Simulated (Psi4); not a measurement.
**One shape, several levels: doublet [PF3]−**

Wanted: a comparison of 6 runs (U-wB97X-V/6-311+G**, UDSD-PBEP86/6-311+G**, UHSE06/6-311+G**, UTPSSh/6-311+G**, UMP3/6-311+G**, UCCSD/6-311+G**) of doublet [PF3]−. 

The results are computed with Psi4 1.11.

1 further run of the same task is left out (set aside as unsound or not needed).

## Step 1: The molecule

The species is [PF3]− (4 atoms), meant as a doublet with charge -1. As SMILES of the parent species, `FP(F)F`. Geometry: relaxed at PBE0-D4/def2-TZVP. That shape belongs to the parent species and isn't relaxed for this state.

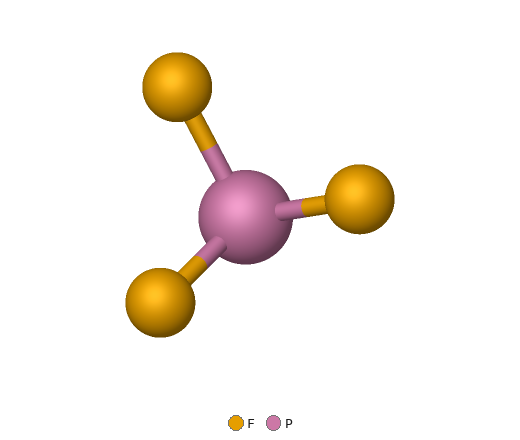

The structure, seen from a chosen angle (fluorine amber, phosphorus pink).

## Step 2: The energy at U-wB97X-V/6-311+G(d,p) (run 1)

The input, job.json:

```json
{
  "schema_name": "qcschema_input",
  "schema_version": 1,
  "molecule": {
    "schema_name": "qcschema_molecule",
    "schema_version": 2,
    "symbols": ["F", "P", "F", "F"],
    "geometry": [1.57678748, -1.25326637, 1.6525655, -0.56219352, 0.59450784, 0.74133956, -2.00670017, -1.31619425, -1.01459396, 0.99210622, 1.97514175, -1.37950007],
    "molecular_charge": -1,
    "molecular_multiplicity": 2,
    "fix_symmetry": "c1",
    "fix_com": true,
    "fix_orientation": true
  },
  "driver": "energy",
  "model": {
    "method": "wb97x-v",
    "basis": "6-311+G**"
  },
  "keywords": {
    "reference": "uks",
    "puream": true,
    "e_convergence": 1e-09,
    "d_convergence": 1e-08,
    "scf_type": "pk",
    "dft_radial_points": 99,
    "dft_spherical_points": 590,
    "maxiter": 100
  }
}
```

On the command line:

```
$ psi4 --qcschema job.json -n 1 --memory 1600MB
```

stdout:

```text
[...]
  Running in c1 symmetry.
[...]
  Nuclear repulsion =  190.762092295132391
[...]
  Multiplicity = 2
[...]
  Nalpha       = 22
  Nbeta        = 21
[...]
    Number of basis functions: 96
[...]
   @UKS iter   1:  -640.71653309912017   -2.21687e-01   6.75273e-03 ADIIS/DIIS
[...]
   @UKS iter  63:  -640.85978700796579   -1.70530e-12   1.16001e-09 DIIS
[...]
   @S^2 Observed:                7.522218067E-01
[...]
    Orbital Energies [Eh]
    ---------------------
    Alpha Occupied:
       1A    -77.022272     2A    -24.608121     3A    -24.605271
       4A    -24.604593     5A     -6.599035     6A     -4.754810
       7A     -4.753096     8A     -4.746448     9A     -1.233371
      10A     -1.179241    11A     -1.177132    12A     -0.615668
      13A     -0.498203    14A     -0.497991    15A     -0.467521
      16A     -0.424482    17A     -0.424165    18A     -0.381880
      19A     -0.380498    20A     -0.367617    21A     -0.234355
      22A      0.049155
    Alpha Virtual:
      23A      0.189101    24A      0.193884    25A      0.207186
[...]
  @UKS Final Energy:  -640.85978700796579
   => Energetics <=
    Nuclear Repulsion Energy =            190.7620922951323905
    One-Electron Energy =               -1276.8745844504273919
    Two-Electron Energy =                 485.4296437663113579
    DFT Exchange-Correlation Energy =     -40.3538064713853970
    Empirical Dispersion Energy =           0.0000000000000000
    VV10 Nonlocal Energy =                  0.1768678524032144
    Total Energy =                       -640.8597870079659060
[...]
 Multipole Moments:
 ------------------------------------------------------------------------------------
     Multipole            Electronic (a.u.)      Nuclear  (a.u.)        Total (a.u.)
 ------------------------------------------------------------------------------------
 L = 1.  Multiply by 2.5417464519 to convert [e a0] to [Debye]
 Dipole X            :          3.7647475           -3.3731610            0.3915864
 Dipole Y            :         -4.2619138            3.5687478           -0.6931660
 Dipole Z            :         -5.3929008            4.4463366           -0.9465642
 Magnitude           :                                                    1.2368520
[...]
```

The result, in JSON:

```text
{
 "driver": "energy",
 "model": {
  "method": "wb97x-v",
  "basis": "6-311+G**"
 },
 "success": true,
 "return_result": -640.8597870079658,
 "properties": {
  "calcinfo_nbasis": 96,
  "calcinfo_nmo": 96,
  "calcinfo_nalpha": 22,
  "calcinfo_nbeta": 21,
  "calcinfo_natom": 4,
  "nuclear_repulsion_energy": 190.7620922951324,
  "return_energy": -640.8597870079658,
  "scf_one_electron_energy": -1276.8745844504274,
  "scf_two_electron_energy": 485.42964376631136,
  "scf_vv10_energy": 0.17686785240321437,
  "scf_xc_energy": -40.3538064713854,
  "scf_dipole_moment": [0.3915864331861991, -0.693166019208264, -0.9465642039718452],
  "scf_total_energy": -640.8597870079658,
  "scf_iterations": 63
 }
}
```

Wall time 2.4 min (1 thread of Intel Xeon 6975P-C (Granite Rapids), shared host); peak memory 0.94 GiB.

## Step 3: The energy at UDSD-PBEP86/6-311+G(d,p) (density fitting for correlation) (run 2)

The input, f3p.xyz:

```xyz
4
F3P
F      0.834400    -0.663200     0.874500
P     -0.297500     0.314600     0.392300
F     -1.061900    -0.696500    -0.536900
F      0.525000     1.045200    -0.730000
```

The input, f3p_ase.py:

```python
import numpy as np
from ase.calculators.psi4 import Psi4
from ase.io import read

atoms = read('f3p.xyz')
calc = Psi4(atoms=atoms, method='dsd-pbep86', basis='6-311+G**', memory='1600MB', num_threads=1, charge=-1, multiplicity=2, label='f3p', reference='uks')
calc.psi4.set_options({'puream': True, 'e_convergence': 1e-09, 'd_convergence': 1e-08, 'scf_type': 'pk', 'dft_radial_points': 99, 'dft_spherical_points': 590, 'num_frozen_docc': 8, 'maxiter': 100})
atoms.calc = calc

print(f'energy: {atoms.get_potential_energy():.6f} eV')
```

On the command line:

```
$ python f3p_ase.py
```

f3p.dat:

```text
[...]
  Running in c1 symmetry.
[...]
  Nuclear repulsion =  190.762092500676346
[...]
  Multiplicity = 2
[...]
  Nalpha       = 22
  Nbeta        = 21
[...]
    Number of basis functions: 96
[...]
   @UKS iter   1:  -639.77261825237952   -3.17361e-01   5.75660e-03 ADIIS/DIIS
[...]
   @UKS iter  48:  -639.88311891759929   -6.68479e-11   3.87500e-09 DIIS
[...]
   @S^2 Observed:                7.525394071E-01
[...]
    Orbital Energies [Eh]
    ---------------------
    Alpha Occupied:
       1A    -78.924622     2A    -25.601621     3A    -25.598432
       4A    -25.598420     5A     -7.141406     6A     -5.125935
       7A     -5.125266     8A     -5.120038     9A     -1.387791
      10A     -1.333996    11A     -1.332109    12A     -0.671703
      13A     -0.547691    14A     -0.546533    15A     -0.518928
      16A     -0.477469    17A     -0.477343    18A     -0.432465
      19A     -0.432396    20A     -0.420937    21A     -0.243590
      22A      0.066675
    Alpha Virtual:
      23A      0.165896    24A      0.173642    25A      0.188446
[...]
  @UKS Final Energy:  -639.88311891759929
   => Energetics <=
    Nuclear Repulsion Energy =            190.7620925006763457
    One-Electron Energy =               -1276.2147215233576389
    Two-Electron Energy =                 461.1591701144773197
    DFT Exchange-Correlation Energy =     -15.5896600093954163
    Empirical Dispersion Energy =           0.0000000000000000
    VV10 Nonlocal Energy =                  0.0000000000000000
    Total Energy =                       -639.8831189175994041
[...]
 Multipole Moments:
 ------------------------------------------------------------------------------------
     Multipole            Electronic (a.u.)      Nuclear  (a.u.)        Total (a.u.)
 ------------------------------------------------------------------------------------
 L = 1.  Multiply by 2.5417464519 to convert [e a0] to [Debye]
 Dipole X            :          0.5736382           -0.1588038            0.4148343
 Dipole Y            :         -0.6459549            0.1679184           -0.4780365
 Dipole Z            :         -1.0830441            0.2094209           -0.8736232
 Magnitude           :                                                    1.0788067
[...]
```

The script printed:

```text
energy: -17422.609631 eV
```

It took 25 s on 1 thread of Intel Xeon 6975P-C (Granite Rapids), shared host; peak memory 0.86 GiB.

Runs 3 to 5 aren't shown in full; the table further down has their settings and results.

## Step 4: The energy at UCCSD/6-311+G(d,p) (run 6)

The input, job.in:

```
memory 1.6 GB

molecule {
  -1 2
  F      0.834400    -0.663200     0.874500
  P     -0.297500     0.314600     0.392300
  F     -1.061900    -0.696500    -0.536900
  F      0.525000     1.045200    -0.730000
  symmetry c1
}

set {
  reference       uhf
  puream          true
  e_convergence   1e-09
  d_convergence   1e-08
  scf_type        pk
  num_frozen_docc 8
  maxiter         100
}

E, wfn = energy("ccsd/6-311+G**", return_wfn=True)
```

On the command line:

```
$ psi4 -n 1 job.in job.out
```

job.out:

```text
[...]
  Running in c1 symmetry.
[...]
  Nuclear repulsion =  190.762092500676346
[...]
  Multiplicity = 2
[...]
  Nalpha       = 22
  Nbeta        = 21
[...]
    Number of basis functions: 96
[...]
   @UHF iter   1:  -639.06957221755886   -4.55984e-01   5.25613e-03 DIIS/ADIIS
[...]
   @UHF iter  65:  -639.16724570104702   -5.72982e-11   5.22449e-09 DIIS
[...]
   @S^2 Observed:                7.530871432E-01
[...]
    Orbital Energies [Eh]
    ---------------------
    Alpha Occupied:
       1A    -79.958721     2A    -26.175998     3A    -26.173045
       4A    -26.173029     5A     -7.485769     6A     -5.380308
       7A     -5.379305     8A     -5.375762     9A     -1.531860
      10A     -1.477536    11A     -1.475656    12A     -0.758043
      13A     -0.628833    14A     -0.627625    15A     -0.604216
      16A     -0.561369    17A     -0.561090    18A     -0.514844
      19A     -0.514191    20A     -0.504197    21A     -0.296030
      22A      0.059628
    Alpha Virtual:
      23A      0.181626    24A      0.191731    25A      0.206034
[...]
  @UHF Final Energy:  -639.16724570104702
   => Energetics <=
    Nuclear Repulsion Energy =            190.7620925006763457
    One-Electron Energy =               -1275.6638100858631333
    Two-Electron Energy =                 445.7344718841397935
    Total Energy =                       -639.1672457010470225
  UHF NO Occupations:
  HONO-2 :   20  A 1.9999333
  HONO-1 :   21  A 1.9986054
[...]
 Multipole Moments:
 ------------------------------------------------------------------------------------
     Multipole            Electronic (a.u.)      Nuclear  (a.u.)        Total (a.u.)
 ------------------------------------------------------------------------------------
 L = 1.  Multiply by 2.5417464519 to convert [e a0] to [Debye]
 Dipole X            :          0.5605053           -0.1588038            0.4017014
 Dipole Y            :         -0.6301476            0.1679184           -0.4622292
 Dipole Z            :         -1.0931051            0.2094209           -0.8836842
 Magnitude           :                                                    1.0751361
[...]
      * MP2 total energy                      = -639.907860741281866
[...]
      * CCSD total energy                     = -639.913393286254177
[...]
```

It took 2.2 min on 1 thread of Intel Xeon 6975P-C (Granite Rapids), shared host; peak memory 0.71 GiB.

## Step 5: Overview of the runs

```csv
run,level,frozen core orbitals,fitting correlation,energy (Eh),HOMO energy (eV),LUMO energy (eV),⟨S²⟩,wall time
1,U-wB97X-V/6-311+G**,0,–,-640.859787,1.34,5.15,0.752,2.4 min
2,UDSD-PBEP86/6-311+G** (density fitting for correlation),8,density fitting,-640.269100,1.81,4.51,0.753,25 s
3,UHSE06/6-311+G**,0,–,-640.657771,2.72,3.41,0.751,41 s
4,UTPSSh/6-311+G**,0,–,-641.026514,2.71,3.30,0.751,53 s
5,UMP3/6-311+G**,8,none,-639.897724,1.62,4.94,0.753,16 s
6,UCCSD/6-311+G**,8,none,-639.913393,1.62,4.94,0.753,2.2 min
```

## Step 6: Results

| quantity | value |
| --- | --- |
| run 6: total energy | -639.91339 Eh |
| run 6: HOMO energy (Hartree–Fock orbitals) (highest over α and β) | 1.62 eV |
| run 6: LUMO energy (Hartree–Fock orbitals) (lowest over α and β) | 4.94 eV |
| run 6: correlation energy (8 core orbitals frozen) | -746.1 mEh |
| run 6: ⟨S²⟩ of the reference determinant | 0.753 |
| run 6: T1 diagnostic | 0.026 |

**Reading.** Totals of different functionals can't be ranked against each other. In runs 1, 2, 3, 4, 5, 6 the HOMO lies above zero, so the outermost electron may be held by the basis alone. All runs together took 6.8 min, the longest 2.4 min.
